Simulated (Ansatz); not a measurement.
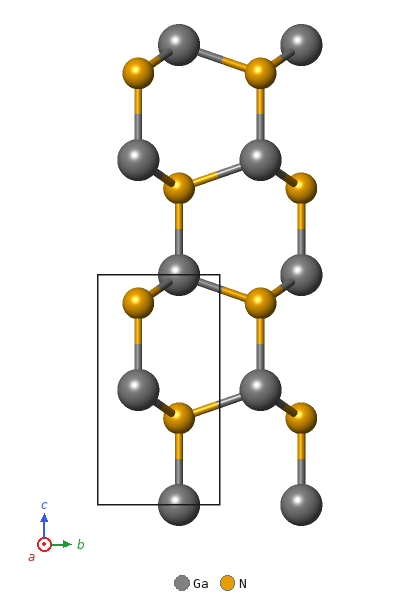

Projection along an edge of the hexagonal mesh, stacking direction c upwards. Every atom sits on one of the three columns of the mesh; call them A, B, C in the order in which they first turn up. The sequence starts with the first layer at or above the cell's origin.

GaN (space group P6_3mc, No. 186). Coordinates: a calculation's input that goes back to an entry of the Crystallography Open Database (an earlier step may have relaxed or displaced it).

> Read off the stacking sequence over one period.

Ga(A) – N(A) – Ga(B) – N(B) (four layers in 5.18 Å).

> How are the N layers alone stacked?

N layers alone: AB, the hexagonal close-packed type.

> Which positions between or in the N layers do the other atoms fill?

Ga: two tetrahedral sites in each hexagonal cell.

> What short polytype symbol fits?

Polytype symbol 2H, the symbol of a tetrahedral polytype (number of double layers in the repeat and lattice).
